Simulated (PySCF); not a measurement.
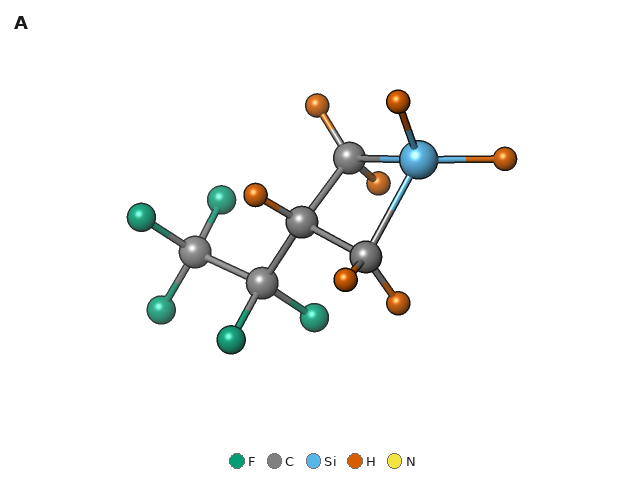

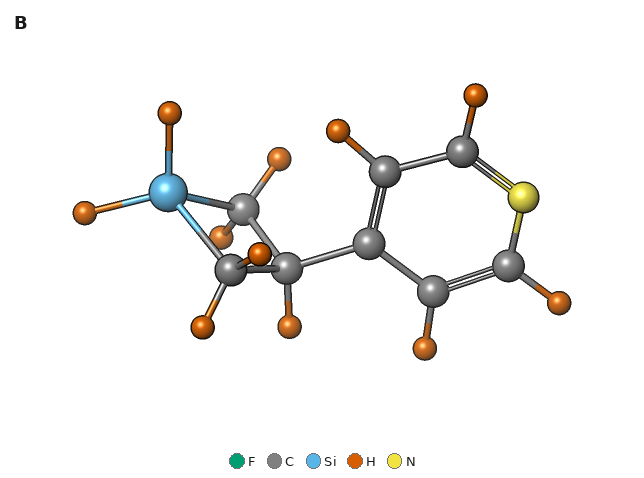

Two related species, optimised with PBE0-D3(BJ)/def2-SVP; properties computed with PySCF 2.14.0. Both: charge 0, singlet.

**What are A and B?**

A is C5H7F5Si (FC(F)(F)C(F)(F)C1C[SiH2]C1), B is C8H11NSi (c1cc(C2C[SiH2]C2)ccn1).

Compare them. With PBE0/def2-SVPD: dipole moment (D), HOMO–LUMO gap (eV), HOMO energy (Kohn–Sham orbital) (eV), lowest vertical singlet excitation (eV), mean static polarisability (bohr³). With PBE0/pcSseg-1: shielding of Si (ppm), Hirshfeld charge of Si (e), IAO charge of Si (e). With PBE0-D3(BJ)/def2-SVP: mean Si–C length (Å), mean Si–H length (Å).

```csv
quantity,A,B
dipole moment (D),2.35,2.64
HOMO–LUMO gap (eV),8.58,6.45
HOMO energy (Kohn–Sham orbital) (eV),−8.61,−7.32
lowest vertical singlet excitation (eV),7.21,4.85
mean static polarisability (bohr³),87.5,122.6
shielding of Si (ppm),386.4,379.5
Hirshfeld charge of Si (e),0.35,0.34
IAO charge of Si (e),0.75,0.74
mean Si–C length (Å),1.897,1.896
mean Si–H length (Å),1.494,1.496
```

Each is one conformer, and no frequency run is at hand to confirm it as a minimum.
